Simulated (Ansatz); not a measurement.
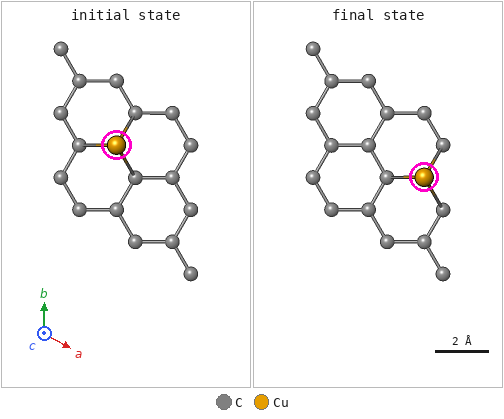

The two relaxed end points of a path for Cu on graphene monolayer (19 atoms in the cell). Style: ball-and-stick. Shown: the simulation cell, with the vacuum cut short (origin moved), along the c axis. The moving atom is ringed, with any periodic copies. Bonds to atoms that aren't drawn are left out.

Method: DFT r2SCAN, scalar-relativistic, plane waves, PAW (Ansatz).

Input file:
```yaml
crystal:
  lattice:
    - [7.398, 0.0, 0.0]
    - [-3.699, 6.406856, 0.0]
    - [0.0, 0.0, 12.0]
  atoms:
    - { symbol: C, position: [0.00806697, 0.00483236, 0.08062194], spin: 0.06 }
    - { symbol: C, position: [0.23005362, 0.11582359, 0.08088917] }
    - { symbol: C, position: [0.00883983, 0.33705725, 0.0840228], spin: 0.07 }
    - { symbol: C, position: [0.23046428, 0.44910136, 0.08147101], spin: -0.06 }
    - { symbol: C, position: [0.00883811, 0.67337202, 0.08409151], spin: 0.07 }
    - { symbol: C, position: [0.23045868, 0.78296357, 0.08152149], spin: -0.06 }
    - { symbol: C, position: [0.34104243, 0.00484986, 0.08065571], spin: 0.06 }
    - { symbol: C, position: [0.56287154, 0.11537464, 0.08144781], spin: -0.06 }
    - { symbol: C, position: [0.34104558, 0.33779125, 0.08064425], spin: 0.06 }
    - { symbol: C, position: [0.56286044, 0.44909168, 0.08143472], spin: -0.06 }
    - { symbol: C, position: [0.34139374, 0.67149493, 0.08165768], spin: 0.06 }
    - { symbol: C, position: [0.56338366, 0.78249667, 0.08148059] }
    - { symbol: C, position: [0.67439124, 0.00447936, 0.08162934], spin: 0.06 }
    - { symbol: C, position: [0.89676116, 0.11538213, 0.08143533], spin: -0.06 }
    - { symbol: C, position: [0.67248619, 0.33703005, 0.0840847], spin: 0.07 }
    - { symbol: C, position: [0.8967405, 0.44914203, 0.09087946] }
    - { symbol: C, position: [0.67437662, 0.67151462, 0.0816037], spin: 0.06 }
    - { symbol: C, position: [0.89675676, 0.78299224, 0.08144119], spin: -0.06 }
    - { symbol: Cu, position: [-0.10417043, 0.44989037, 0.261487], spin: 0.08 }
magnetization:
  spin_polarized: true
basis:
  ecutwfc: 500.0
kpoints:
  mp_grid: { grid: [2, 2, 1] }
hamiltonian:
  xc: r2scan
scf:
  occupations: { method: gaussian, width: 0.05 }
  lower_state_search: "off"
neb:
  images: 5
  f_tol: 0.03
  initial_path: idpp
  max_iterations: 15
  final_atoms:
    - { symbol: C, position: [0.00772457, 0.00447936, 0.08162934] }
    - { symbol: C, position: [0.23009449, 0.11538213, 0.08143533] }
    - { symbol: C, position: [0.00581952, 0.33703005, 0.0840847] }
    - { symbol: C, position: [0.23007383, 0.44914203, 0.09087946] }
    - { symbol: C, position: [0.00770995, 0.67151462, 0.0816037] }
    - { symbol: C, position: [0.23009009, 0.78299224, 0.08144119] }
    - { symbol: C, position: [0.3414003, 0.00483236, 0.08062194] }
    - { symbol: C, position: [0.56338695, 0.11582359, 0.08088917] }
    - { symbol: C, position: [0.34217316, 0.33705725, 0.0840228] }
    - { symbol: C, position: [0.56379761, 0.44910136, 0.08147101] }
    - { symbol: C, position: [0.34217144, 0.67337202, 0.08409151] }
    - { symbol: C, position: [0.56379201, 0.78296357, 0.08152149] }
    - { symbol: C, position: [0.67437576, 0.00484986, 0.08065571] }
    - { symbol: C, position: [0.89620487, 0.11537464, 0.08144781] }
    - { symbol: C, position: [0.67437891, 0.33779125, 0.08064425] }
    - { symbol: C, position: [0.89619377, 0.44909168, 0.08143472] }
    - { symbol: C, position: [0.67472707, 0.67149493, 0.08165768] }
    - { symbol: C, position: [0.89671699, 0.78249667, 0.08148059] }
    - { symbol: Cu, position: [0.2291629, 0.44989037, 0.261487] }
  order_check: false
```

Launched with:
```bash
ansatz run input.yaml --threads 4 --pin off --max-ram 10240MiB --backend cpu --events-out ev --progress --plain --runs-dir out
```

**Predict the minimum-energy path and its barrier.**

The barrier is about 0.075 eV in both directions, with image 3 at the top; the ends have the same energy. The adsorbate starts on a hollow site and hops by a lattice vector of the surface; other mechanisms, such as exchange with a surface atom, weren't searched. The Cu atom travels furthest, 2.47 Å from end to end, on a path that bends up to 0.71 Å away from the straight line. At the highest image its nearest neighbour (C) is 2.05 Å away, against 2.05 Å at the start, and the surrounding atoms stand up to 0.08 Å off the mean of their end positions. The band converged in 14 iterations. The largest component of the band force went from 0.98 to 0.03 eV/Å. The climbing image converged on the top of the path. Its curvatures weren't checked.

Energies of the converged images:

```tsv
image	path (Å)	E (eV)
0	0.00	0.000
1	0.50	0.016
2	1.00	0.067
3	1.49	0.075
4	1.94	0.056
5	2.39	0.014
6	2.84	0.000
```

The geometry at the top of the path:

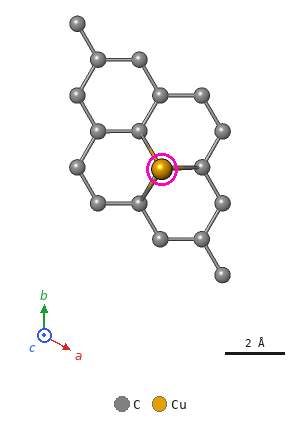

Limits of the set-up: the k-point mesh is coarse for a cell with partly filled bands; the periodic images lie only 7.4 Å apart, so the values are limited by the cell's size.
